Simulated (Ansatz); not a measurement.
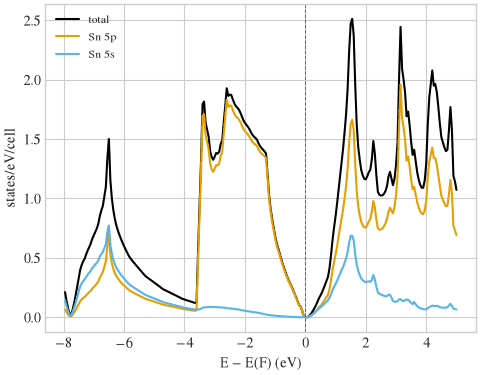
*Total and projected density of states of Sn (diamond, Fd-3m), r²SCAN+D4 in the plane-wave PAW code Ansatz*

Q: Which orbitals carry the states next to the Fermi level?

A: Within 0.5 eV of the Fermi level: Sn 5p 82 %, Sn 5s 17 %. Projections are on Löwdin-orthogonalised atomic valence shells; empty p or d shells of many metals are not among them.

Q: Where is the tallest occupied peak in this window, and what makes it?

A: Near -2.6 eV, about 1.9 states/eV per cell; the largest projected share is Sn 5p.

This is a known low-temperature phase of the composition, computed here at zero pressure and temperature. Symmetry was held in the r²SCAN+D4 relaxation; its stability against distortions is not shown here. The pairwise dispersion correction was not fitted to metals. Scalar-relativistic: spin–orbit coupling is off unless named, which matters more the heavier the elements.

Potentials: the later of the program's two PAW sets.
